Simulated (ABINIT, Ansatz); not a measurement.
# Li3SCl (model structure): optical spectrum from first principles, part 2 of 2

Aim: the dielectric function of Li3SCl (model structure), and the optical constants that follow from it. The structure is a model built here, which may or may not match a known phase. It was built so: All Br replaced by Cl and O replaced by S in the Pm-3m structure of Li3BrO. The cell is first relaxed with Ansatz.

ABINIT 10.8.3; DFT, PBE, plane waves with norm-conserving potentials (PseudoDojo), scalar-relativistic, independent-particle linear optical response without local fields.

So far: The starting structure; Relaxation.

## 3. Ground state, bands and velocity matrix elements

First the ground state: is it a metal or has it a gap?

This step: DFT, PBE, plane waves with norm-conserving potentials (PseudoDojo), scalar-relativistic, ground state, bands at fixed density and velocity matrix elements (ABINIT 10.8.3).

run.abi

```
# ground state, bands on a dense mesh, and the derivatives d/dk of the wave functions
ndtset 3

ngkpt1 5 5 5
shiftk1 0.0 0.0 0.0
tolvrs1 1.0d-12
nband1 15
prtden1 1

iscf2 -2
getden2 1
ngkpt2 7 7 7
shiftk2 0.0 0.0 0.0
kptopt2 1
nband2 52
nbdbuf2 4
tolwfr2 1.0d-14

optdriver3 8
wfk_task3 "wfk_ddk"
prtevk3 1
getwfk3 2
getden3 1
iscf3 -2
ngkpt3 7 7 7
shiftk3 0.0 0.0 0.0
kptopt3 1
nband3 52

nshiftk 1
occopt 3
tsmear 0.001837
ecut 45.0
nstep 80
iomode 3
chksymbreak 0
chkprim 0
chksymtnons 0
acell 3*1.0 Angstrom
rprim
  4.591485198700 0.000000000000 0.000000000000
  0.000000000000 4.591485198700 0.000000000000
  0.000000000000 0.000000000000 4.591485198700
natom 5
ntypat 3
znucl 17 16 3
typat 1 2 3 3 3
xred
  0.500000000000 0.500000000000 0.500000000000
  0.000000000000 0.000000000000 0.000000000000
  0.000000000000 0.000000000000 0.500000000000
  0.000000000000 0.500000000000 1.000000000000
  0.500000000000 0.000000000000 1.000000000000
pseudos "Cl.upf, S.upf, Li.upf"
```

Started as:

```
$ mpirun -n 4 abinit run.abi
```

Numbers of over 12 decimals in the logs are rounded to 6 here.

Output:

```text
DATASET    1 : space group Pm -3 m (#221); Bravais cP (primitive cubic)
 DATASET    2 : space group Pm -3 m (#221); Bravais cP (primitive cubic)
 DATASET    3 : space group Pm -3 m (#221); Bravais cP (primitive cubic)
            ngfft          54      54      54
                         0.06400    0.19200    0.19200    0.06400
                         0.06997    0.03499    0.06997    0.03499    0.02332    0.06997
                         0.06997    0.06997    0.13994    0.06997    0.02332    0.06997
                         0.06997    0.03499    0.06997    0.03499    0.02332    0.06997
                         0.06997    0.06997    0.13994    0.06997    0.02332    0.06997
== DATASET  1 ==================================================================
 Real(R)+Recip(G) space primitive vectors, cartesian coordinates (Bohr,Bohr^-1):
 R(1)=  8.6766495  0.0000000  0.0000000  G(1)=  0.1152519  0.0000000  0.0000000
 R(2)=  0.0000000  8.6766495  0.0000000  G(2)=  0.0000000  0.1152519  0.0000000
 R(3)=  0.0000000  0.0000000  8.6766495  G(3)=  0.0000000  0.0000000  0.1152519
 Unit cell volume ucvol=  6.5321503E+02 bohr^3
 Angles (23,13,12)=  9.00000000E+01  9.00000000E+01  9.00000000E+01 degrees
 getcut: wavevector=  0.0000  0.0000  0.0000  ngfft=  54  54  54
     iter   Etot(hartree)      deltaE(h)  residm     vres2
 ETOT  1  -49.223082780836    -4.922E+01 7.222E-02 5.632E+02
 ETOT  2  -49.296037585472    -7.295E-02 2.491E-03 3.695E+01
 ETOT  3  -49.300263274074    -4.226E-03 6.653E-04 2.031E+00
 ETOT  4  -49.300325043172    -6.177E-05 8.951E-04 2.559E-01
 ETOT  5  -49.300336072323    -1.103E-05 7.140E-05 4.133E-03
 ETOT  6  -49.300336489342    -4.170E-07 5.765E-05 6.894E-04
 ETOT  7  -49.300336524542    -3.520E-08 5.567E-06 7.995E-06
 ETOT  8  -49.300336524790    -2.485E-10 4.679E-06 4.420E-07
 ETOT  9  -49.300336524801    -1.101E-11 6.325E-07 1.812E-08
 ETOT 10  -49.300336524801    -9.237E-14 4.635E-07 1.724E-10
 ETOT 11  -49.300336524800     1.222E-12 8.905E-08 5.547E-12
 ETOT 12  -49.300336524802    -1.805E-12 6.252E-08 9.317E-14
 At SCF step   12       vres2   =  9.32E-14 < tolvrs=  1.00E-12 =>converged.
 Cartesian components of stress tensor (hartree/bohr^3)
  sigma(1 1)= -6.12952969E-07  sigma(3 2)=  0.00000000E+00
  sigma(2 2)= -6.12952969E-07  sigma(3 1)=  0.00000000E+00
  sigma(3 3)= -6.12952969E-07  sigma(2 1)=  0.00000000E+00
 Mean square residual over all n,k,spin=   80.543E-11; max=  62.519E-09
 Fermi (or HOMO) energy (hartree) =   0.07502   Average Vxc (hartree)=  -0.28558
 Eigenvalues (hartree) for nkpt=  10  k points:
 kpt#   1, nband= 15, wtk=  0.00800, kpt=  0.0000  0.0000  0.0000 (reduced coord)
  -1.63464   -1.63424   -1.63424   -0.48574   -0.38313   -0.07578   -0.07578   -0.07578
  -0.02422   -0.02422   -0.02422    0.13835    0.22534    0.22534    0.34671
   2.00000    2.00000    2.00000    2.00000    2.00000    2.00000    2.00000    2.00000
   2.00000    2.00000    2.00000    0.00000    0.00000    0.00000    0.00000
kinetic             :  2.51309968864733E+01
hartree             :  9.96263546727016E+00
xc                  : -1.27995994094866E+01
Ewald energy        : -2.88333936780074E+01
psp_core            :  8.88358631948261E-01
local_psp           : -3.34862467518006E+01
non_local_psp       : -1.01630876711990E+01
internal            : -4.93003365248019E+01
'-kT*entropy'       :  1.72281023148767E-15
total_energy        : -4.93003365248019E+01
total_energy_eV     : -1.34153049923323E+03
 Cartesian components of stress tensor (hartree/bohr^3)
  sigma(1 1)= -6.12952969E-07  sigma(3 2)=  0.00000000E+00
  sigma(2 2)= -6.12952969E-07  sigma(3 1)=  0.00000000E+00
  sigma(3 3)= -6.12952969E-07  sigma(2 1)=  0.00000000E+00
-Cartesian components of stress tensor (GPa)         [Pressure=  1.8034E-02 GPa]
== DATASET  2 ==================================================================
 Real(R)+Recip(G) space primitive vectors, cartesian coordinates (Bohr,Bohr^-1):
 R(1)=  8.6766495  0.0000000  0.0000000  G(1)=  0.1152519  0.0000000  0.0000000
 R(2)=  0.0000000  8.6766495  0.0000000  G(2)=  0.0000000  0.1152519  0.0000000
 R(3)=  0.0000000  0.0000000  8.6766495  G(3)=  0.0000000  0.0000000  0.1152519
 Unit cell volume ucvol=  6.5321503E+02 bohr^3
 Angles (23,13,12)=  9.00000000E+01  9.00000000E+01  9.00000000E+01 degrees
 getcut: wavevector=  0.0000  0.0000  0.0000  ngfft=  54  54  54
 Mean square residual over all n,k,spin=   46.082E-16; max=  99.841E-16
 Eigenvalues (hartree) for nkpt=  20  k points:
 kpt#   1, nband= 52, wtk=  0.00292, kpt=  0.0000  0.0000  0.0000 (reduced coord)
  -1.63464   -1.63424   -1.63424   -0.48574   -0.38313   -0.07578   -0.07578   -0.07578
  -0.02422   -0.02422   -0.02422    0.13835    0.22534    0.22534    0.34671    0.34671
   0.34671    0.36271    0.36271    0.36271    0.37173    0.37173    0.37173    0.45770
   0.45770    0.52007    0.52007    0.52007    0.64439    0.64439    0.64439    0.66810
   0.69493    0.75915    0.75915    0.78111    0.78111    0.84091    0.84091    0.84091
   0.94804    0.94804    0.94804    0.97787    0.97787    0.97787    0.99311    1.00098
   1.00098    1.00098    1.05550    1.05550
== DATASET  3 ==================================================================
            ngfft          54      54      54
                         0.06400    0.19200    0.19200    0.06400
                         0.06997    0.03499    0.06997    0.03499    0.02332    0.06997
                         0.06997    0.06997    0.13994    0.06997    0.02332    0.06997
                         0.06997    0.03499    0.06997    0.03499    0.02332    0.06997
                         0.06997    0.06997    0.13994    0.06997    0.02332    0.06997
[shortened to cell, iterations, levels, energies and stress; the echo of variables, forces, comments, warnings and credits are left out]
```

It took 95 s on 4 MPI ranks of Arm Neoverse V1, shared host; peak memory 0.15 GiB; 6.3 min of CPU time.

Numbers from this step:

| Property | Result |
| --- | --- |
| total energy | -49.30 Ha |
| gap on the k-mesh | 4.108 eV |
| direct gap on the mesh | 4.327 eV |

There is a gap, 4.11 eV on this mesh (points off the mesh can give less), so no carriers' term is needed.

## 4. Optical response

The spectrum is a sum over vertical transitions between filled and empty bands at the fixed density, so many empty bands are needed.

This step: DFT, PBE, plane waves with norm-conserving potentials (PseudoDojo), scalar-relativistic, independent-particle linear optical response without local fields (ABINIT 10.8.3).

optic.abi

```
&FILES
 ddkfile_1 = 'runo_DS3_1_EVK.nc',
 ddkfile_2 = 'runo_DS3_2_EVK.nc',
 ddkfile_3 = 'runo_DS3_3_EVK.nc',
 wfkfile = 'runo_DS2_WFK.nc'
/
&PARAMETERS
 broadening = 0.001837,
 domega = 0.0020212,
 maxomega = 0.80849,
 scissor = 0.0,
 tolerance = 0.002,
 nband_sum = 48
/
&COMPUTATIONS
 num_lin_comp = 1,
 lin_comp = 11,
 num_nonlin_comp = 0,
 num_linel_comp = 0,
 num_nonlin2_comp = 0
/
```

Started as:

```
$ optic optic.abi
```

Output:

```text

 OPTIC has originally been developed by
 S. Sharma, J. K. Dewhurst and C. Ambrosch-Draxl, Phys. Rev. B 67, 165332 (2003), and
 S. Sharma and C. Ambrosch-Draxl, Physica Scripta T 109 (2004).

 rprimd(bohr)      =   8.67665   0.00000   0.00000
                       0.00000   8.67665   0.00000
                       0.00000   0.00000   8.67665
 natom             =       5
 nkpt,mband        =      20      52
 ecut              =  45.00000 Ha
 newocc: new Fermi energy is       0.077578 , with nelect=     22.000000, Number of bisection calls: 3
 Fermi level: 2.1110  (eV)

 fermie            =   0.07758 Ha   2.11100 eV
 Scissor shift     =   0.00000 Ha
 Tolerance on closeness to singularities     =   0.00200 Ha
 Smearing factor      =   0.00184 Ha
 Will use the antiresonant approximation (meaning that the antiresonant terms are neglected)
 Will not perform the bands decomposition
 linear coeffs to be calculated :
 11
 non-linear coeffs to be calculated :

 electronic part of electro-optic coeffs to be calculated :

 non-linear coeffs (V2) to be calculated :

 linear optic matrix elements will be printed :0
 optic : Call pmat2cart
 No scissor shift to be applied. Returning to main optic routine.
 optic : Call linopt
  linopt            1           1
 calculated the component:           1           1   of dielectric function
  with broadening:         (0.000000,1.83700000000000009E-003)
 and scissors shift:   0.000000
 energy window:   71.852667      eV   2.640537      Ha
 optic : Call nlinopt
 optic : Call linelop
 optic : Call nonlinopt

================================================================================

 Calculation completed.
-
program: optic
version: 10.8.3
start_datetime:
end_datetime:
overall_cpu_time:           0.2
overall_wall_time:           0.2
mpi_procs: 1
omp_threads: 1
...
```

Elapsed: 0.63 s, on 1 thread; peak memory 0.05 GiB.

Numbers from this step:

- electronic dielectric constant ε∞, mean over x, y and z (by symmetry where fewer were run): 3.48

The Im ε, E ∥ x has structure finer than the step of the table below, so its rows give means over 2 eV, whole bins alone (the curve runs from 0.0550 to 21.9 eV). Peaks (eV: height): 5.2: 6.11, 5.6: 7.28, 6.7: 6.15, 7.0: 5.33, 7.2: 5.69, 7.9: 7.43, 8.4: 5.90.

Sum at mesh points, not converged in k; values under the direct gap are tails of Lorentzian lines. Im ε, E ∥ x against photon energy; means over each step:

| photon energy (eV) | Im ε, E ∥ x |
| --- | --- |
| 2 | 0.0138 |
| 4 | 0.638 |
| 6 | 3.78 |
| 8 | 4.78 |
| 10 | 2.95 |
| 12 | 1.26 |
| 14 | 0.820 |
| 16 | 0.548 |
| 18 | 0.638 |
| 20 | 0.220 |

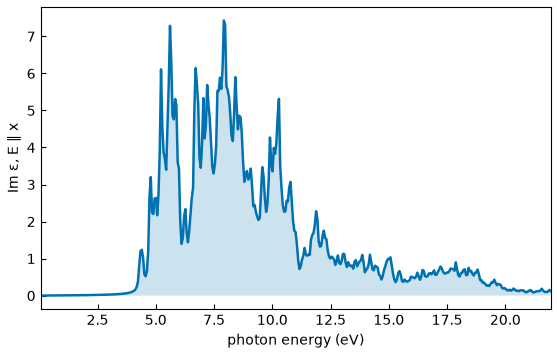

Im ε, E ∥ x against photon energy.

The reflectivity at normal incidence, E ∥ x has structure finer than the step of the table below, so its rows give means over 1 eV, whole bins alone (the curve runs from 0.0550 to 21.9 eV). Peaks (eV: height): 8.0: 35.4, 8.7: 37.7, 10.3: 46.0, 11.1: 57.3, 12.0: 34.7, 12.4: 37.6, 15.2: 33.1.

Sum at mesh points, not converged in k. Table of reflectivity at normal incidence, E ∥ x by photon energy; means over each step:

| photon energy (eV) | reflectivity at normal incidence, E ∥ x (%) |
| --- | --- |
| 1 | 9.34 |
| 2 | 10.0 |
| 3 | 11.5 |
| 4 | 15.2 |
| 5 | 21.4 |
| 6 | 19.0 |
| 7 | 22.3 |
| 8 | 28.2 |
| 9 | 27.7 |
| 10 | 27.2 |
| 11 | 38.2 |
| 12 | 25.4 |
| 13 | 25.1 |
| 14 | 19.3 |
| 15 | 18.9 |
| 16 | 10.8 |
| 17 | 8.13 |
| 18 | 10.9 |
| 19 | 17.5 |
| 20 | 14.8 |
| 21 | 6.74 |

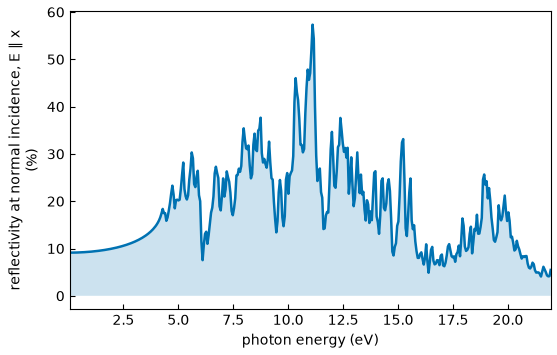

Reflectivity at normal incidence, E ∥ x, plotted against photon energy.

The loss function −Im 1/ε at q → 0, E ∥ x has structure finer than the step of the table below, so its rows give means over 2 eV, whole bins alone (the curve runs from 0.0550 to 21.9 eV). Peaks (eV: height): 14.7: 2.20, 15.3: 2.74, 15.6: 2.50, 18.0: 1.77, 19.2: 3.43, 19.9: 3.98, 20.4: 2.03.

Sum at mesh points, not converged in k; values under the direct gap are tails of Lorentzian lines. Table of loss function −Im 1/ε at q → 0, E ∥ x by energy loss; means over each step:

| energy loss (eV) | loss function −Im 1/ε at q → 0, E ∥ x |
| --- | --- |
| 2 | 9.6e-4 |
| 4 | 0.0160 |
| 6 | 0.126 |
| 8 | 0.187 |
| 10 | 0.313 |
| 12 | 0.698 |
| 14 | 1.21 |
| 16 | 1.53 |
| 18 | 1.40 |
| 20 | 2.22 |

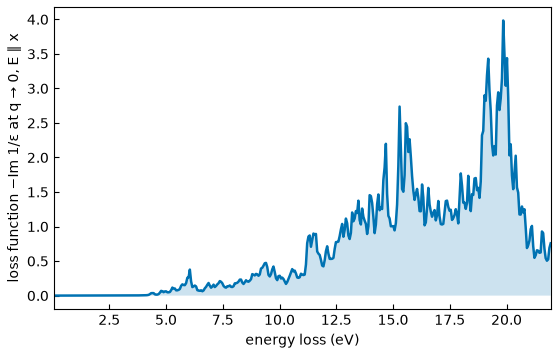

Loss function −Im 1/ε at q → 0, E ∥ x against energy loss.

At chosen wavelengths:

| wavelength (nm) | n | k | R (%) | 1/α |
| --- | --- | --- | --- | --- |
| 1550 | 1.87 | 0.001 | 9.2 | 112 µm |
| 800 | 1.90 | 0.002 | 9.6 | 27 µm |
| 633 | 1.92 | 0.003 | 10.0 | 16 µm |
| 532 | 1.95 | 0.004 | 10.4 | 10 µm |
| 405 | 2.03 | 0.007 | 11.5 | 4.5 µm |
| 365 | 2.09 | 0.010 | 12.4 | 3.0 µm |
| 308 | 2.27 | 0.025 | 15.1 | 964 nm |

Below the direct gap, k and the depth come from the tails of the Lorentzian lines, not from transitions.

Rows near the edge hang on the gap, which this functional as a rule makes too small, and phonon-assisted absorption is left out.

## 5. Outcome

| Item | Value |
| --- | --- |
| electronic dielectric constant ε∞, mean over x, y and z (by symmetry where fewer were run) (independent particles) | 3.48 |

What this shows: At this level (PBE, independent particles) Li3SCl has ε∞ = 3.48 and n = 1.87 at 1550 nm. The cell grew by 31.5 % in volume. On the mesh the gap is 4.11 eV and the least direct gap 4.33 eV, so on this mesh the band edges lie at different points. Excitons and phonon-assisted transitions are missing, and so are local fields; PBE gaps are as a rule too small, which pulls the onset down and ε∞ up. The cell grew by 32 % in the relaxation, which can come from the guessed start or, where layers or molecules are weakly bound, from the missing dispersion term; a larger cell lowers ε. The sum runs over mesh points 0.20 Å⁻¹ apart with no interpolation, so peaks are partly noise of the mesh and static values carry its error. Besides steps told in other documents, this task had 1 run with a known fault of program or setting; those not told in a step above aren't shown.

[Logs are printed without paths, hosts, clocks, repeated set-up lines and the standing remarks that a program may print on its own settings, such as how far it seeks lower states.]

[Hosts, paths, dates, database ids (printed as entryN), source tags and the programs' standing remarks are cut or masked in the printed files.]
